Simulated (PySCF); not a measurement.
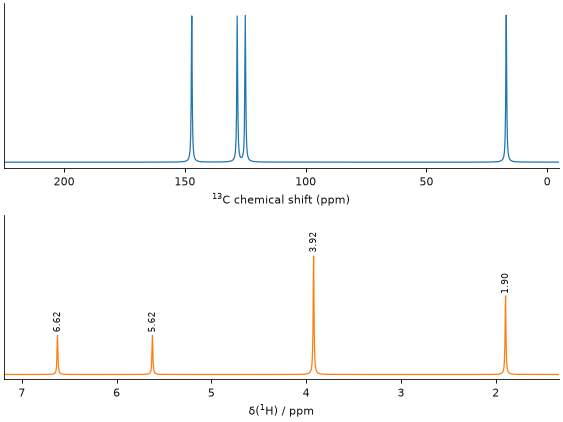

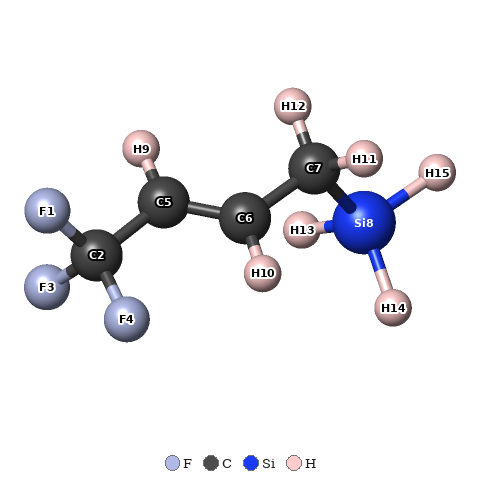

Spectrum and numbered structure of C₄H₇F₃Si, SMILES FC(F)(F)/C=C/C[SiH3]. GIAO shifts, PBE0/pcSseg-1 (IEF-PCM cyclohexane) with PySCF, at a PBE0-D3(BJ)/def2-SVP geometry (no frequency check), against TMS for ¹³C and TMS for ¹H computed at the same level. fully decoupled, line heights follow the number of nuclei, widths are arbitrary (no quadrupolar broadening); values of one conformer, averaged over nuclei that symmetry or rotation about single bonds exchange, these motions taken as fast; other conformers aren't averaged in.

**Which atoms give which ¹³C line?**

```csv
δ (ppm),nuclei,atoms
147.2,1,C6
128.3,1,C2
125.0,1,C5
17.0,1,C7
```

**Which atoms give which ¹H line?**

```tsv
δ (ppm)	nuclei	atoms
6.62	1	H10
5.62	1	H9
3.92	3	H13, H14, H15
1.90	2	H11, H12
```
